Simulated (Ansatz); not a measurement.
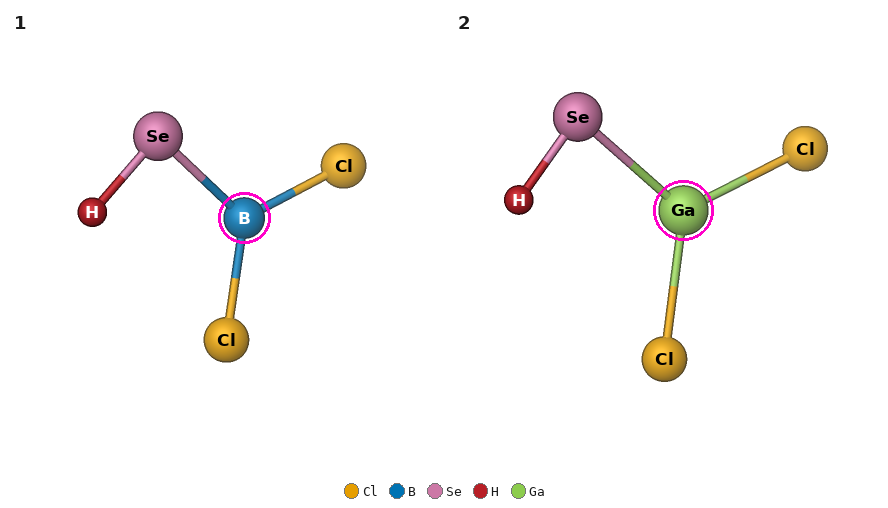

2 molecules with one skeleton, seen from the same side and at one scale; the atom that differs is circled. Each species is neutral and a spin singlet. Computed geometries: PBE0-D4/def2-TZVP optimisations, one conformation each. Properties computed with Ansatz 0.2.0.

One atom differs, called X below: B in panel 1, Ga in panel 2. Their formulas are BCl2HSe (`ClB(Cl)[SeH]`), Cl2GaHSe (`[Cl][Ga]([Cl])[SeH]`).

**In which is the mean length of X–Cl larger (PBE0-D4/def2-TZVP)?**

In panel 2 (X = Ga).

**In which is the length of X–Se larger (PBE0-D4/def2-TZVP)?**

In panel 2 (X = Ga).

Give the values. With PBE0-D4/def2-TZVP: mean length of X–Cl (Å), length of X–Se (Å), smallest angle Cl–X–Se (°), largest angle Cl–X–Se (°), harmonic zero-point energy (kJ/mol). With r2SCAN-D4/def2-TZVPP: dipole moment (D), HOMO energy (Kohn–Sham orbital) (eV), HOMO–LUMO gap (eV).

```json
{"quantity": "mean length of X–Cl (Å)", "1 (B)": "1.745", "2 (Ga)": "2.126", "2 − 1": "+0.381"}
{"quantity": "length of X–Se (Å)", "1 (B)": "1.927", "2 (Ga)": "2.299", "2 − 1": "+0.372"}
{"quantity": "smallest angle Cl–X–Se (°)", "1 (B)": "117.4", "2 (Ga)": "120.0", "2 − 1": "+2.6"}
{"quantity": "largest angle Cl–X–Se (°)", "1 (B)": "122.8", "2 (Ga)": "122.1", "2 − 1": "−0.7"}
{"quantity": "dipole moment (D)", "1 (B)": "1.04", "2 (Ga)": "1.62", "2 − 1": "+0.58"}
{"quantity": "HOMO energy (Kohn–Sham orbital) (eV)", "1 (B)": "−6.98", "2 (Ga)": "−7.09", "2 − 1": "−0.11"}
{"quantity": "HOMO–LUMO gap (eV)", "1 (B)": "4.91", "2 (Ga)": "4.75", "2 − 1": "−0.16"}
{"quantity": "harmonic zero-point energy (kJ/mol)", "1 (B)": "39.7", "2 (Ga)": "28.8", "2 − 1": "−10.9"}
```
